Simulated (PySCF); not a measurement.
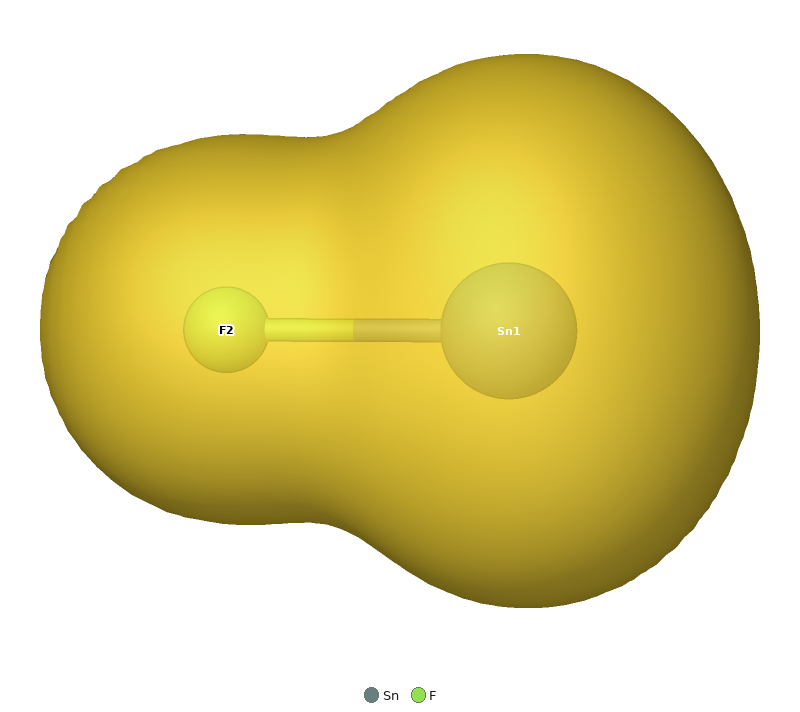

Figure 1: SnF (doublet). Isosurface of the electron density at 0.05 e/Å³ (yellow), seen from one side.

Core potentials replace the inner electrons of Sn.

Method: PBE0/cc-pVTZ(-PP), non-relativistic Hamiltonian with scalar-relativistic core potentials where named, at a bond length of 1.964 Å in PySCF.

```yaml
atoms:
  - { symbol: Sn, position_ang: [0.0000, 0.0000, -0.2686] }
  - { symbol: F, position_ang: [0.0000, 0.0000, 1.6954] }
```

Question: How is the density connected at this value?

Answer: At this value the surface is in one piece. It bridges the sampled Sn–F (1.96 Å) contact, where the density stays above the isovalue. On the grid the lowest density along these lines, outside the cores, is 0.72 e/Å³ (Sn–F, 1.96 Å).
